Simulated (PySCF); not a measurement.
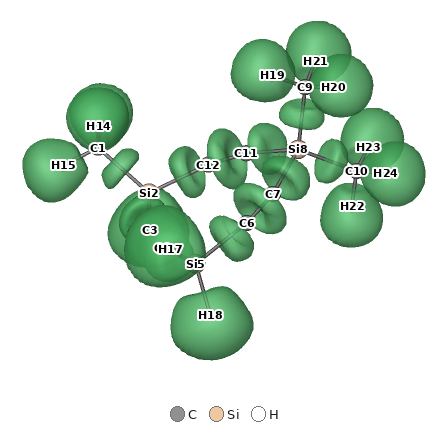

Figure. C9H12Si3. Isosurface of the ELF at 0.8 (green), seen at an oblique angle. Core shells and regions of very low density are left out.

Geometry: GFN2-xTB.

Level of theory: CAM-B3LYP/pcSseg-1, SCF density, gas phase, non-relativistic (PySCF 2.14.0).

```xyz
24

C     1.5846   -3.5914    1.3444
Si    0.1927   -2.3998    1.8432
C    -1.2894   -2.5544    0.7346
C    -2.1607   -2.3147   -0.0754
Si   -3.2329   -1.4735   -1.3319
C    -2.2750    0.1126   -1.2788
C    -1.4597    0.9707   -1.0110
Si   -0.0163    1.8736   -0.2581
C     1.2980    2.3446   -1.5506
C    -0.5577    3.3753    0.7765
C     0.5070    0.4396    0.8075
C     0.5553   -0.6484    1.3428
H     2.4894   -3.3997    1.9149
H     1.8285   -3.4870    0.2907
H     1.2979   -4.6253    1.5177
H    -0.1496   -2.5257    3.2679
H    -3.1641   -2.1217   -2.6469
H    -4.6151   -1.3095   -0.8677
H     1.5931    1.4772   -2.1333
H     0.9231    3.0957   -2.2405
H     2.1903    2.7464   -1.0783
H    -1.3042    3.0869    1.5102
H     0.2823    3.8098    1.3115
H    -0.9895    4.1524    0.1519
```

> Describe the localisation domains.

At this value the surface marks out three regions between bonded C–C atoms (shared pairs), nine regions between bonded C–Si atoms (shared pairs) and twelve regions around hydrogen nuclei. Profiles from the grid: C–C (1.21 Å): the ELF peaks at about 0.90 between the atoms; a multiple bond. C–Si (1.85 Å): the ELF peaks at about 0.95 between the atoms; a covalent bond.
